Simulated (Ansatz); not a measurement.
# Single-point calculation, with input and output: C$_{3}$H$_{4}$Al (charge +1)

System: C$_{3}$H$_{4}$Al, charge +1, SMILES C=C=[C+][AlH2].
Method: RKS B3LYP-D4/def2-TZVPP (Ansatz 0.2.0).

The geometry is a minimum found at another level. The geometry comes from this level: PBE0-D4/def2-TZVP.

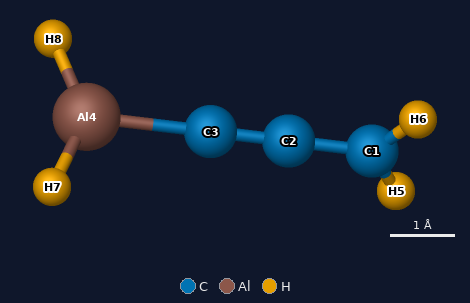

*The structure as given in the input (ball-and-stick view, seen at a tilt; atoms are numbered from 1 in the order of the input). Sticks mark near contacts.*

Bond lengths as drawn: Al–C 1.98 Å, Al–H 1.57 Å, C–C 1.25 to 1.33 Å and C–H 1.09 Å.

### The input
```yaml
crystal:
  periodic: [false, false, false]
  atoms:
    - {symbol: C, position_ang: [-0.018105, 2.183692, 0.197819]}
    - {symbol: C, position_ang: [-0.007915, 0.859236, 0.078798]}
    - {symbol: C, position_ang: [0.002070, -0.382366, -0.033246]}
    - {symbol: Al, position_ang: [0.019452, -2.352037, -0.212986]}
    - {symbol: H, position_ang: [-0.774172, 2.783324, -0.307633]}
    - {symbol: H, position_ang: [0.729457, 2.695104, 0.803034]}
    - {symbol: H, position_ang: [0.898668, -2.777035, -1.437011]}
    - {symbol: H, position_ang: [-0.849455, -3.009917, 0.911225]}
basis:
  gaussian: {orbitals: def2-TZVPP}
total_charge: 1
hamiltonian: {xc: {name: B3LYP}, dispersion: d4}
```

Machine: 2 threads of Arm Neoverse V1, 23 GiB of memory available, shared host.

Command:
```bash
ansatz run in.yaml --threads 2 --pin off --events-out ev --progress --plain --max-ram 4352MiB
```

### Log
```
Functional definition: B3LYP
  name "B3LYP"
  cite "Stephens, Devlin, Chabalowski & Frisch, J. Phys. Chem. 98, 11623 (1994) doi:10.1021/j100096a001"
  cite "Becke, Phys. Rev. A 38, 3098 (1988) doi:10.1103/PhysRevA.38.3098"
  cite "Lee, Yang & Parr, Phys. Rev. B 37, 785 (1988) doi:10.1103/PhysRevB.37.785"
  cite "Vosko, Wilk & Nusair, Can. J. Phys. 58, 1200 (1980) doi:10.1139/p80-159"
  parameter a0 = 0.2
  parameter ax = 0.72
  parameter ac = 0.81
  exchange = (1 - a0 - ax)*slater_x + ax*b88_x + a0*exact_x
  correlation = (1 - ac)*vwn_rpa_c + ac*lyp_c
1069 factors; their error is unknown
mean field evaluation 1: about -9722.5902 eV, gradient 9.8e1 eV
mean field evaluation 2: about -9104.4565 eV, gradient 3.2e2 eV
mean field evaluation 4: about -9760.6291 eV, gradient 3.2e1 eV
mean field evaluation 8: about -9764.2476 eV, gradient 4.0e-1 eV
mean field evaluation 16: about -9764.2528 eV, gradient 6.3e-5 eV
mean field -9764.25279406 eV, -358.8296717333 hartree, gradient 6.3e-5 eV, S^2 0.000000; 0 other end points of the search recorded, 0 dependent functions left out
reference -9764.25307308 eV, -358.8296819874 hartree; 17, 17 occupied and 174, 174 virtual orbitals, 1069 factors
Total energy: -9764.42984195 eV, -358.8361781235 hartree
```

### Key numbers

| quantity | value |
| --- | --- |
| outcome | converged |
| total energy | −9764.4298 eV |
| mean-field energy | −9764.2531 eV |
| dispersion energy | −0.1768 eV |
| SCF solution under orbital rotations | stable |
| wall time | 2.2 s (CPU time 4.1 s) |
| peak memory | 0.26 GiB |
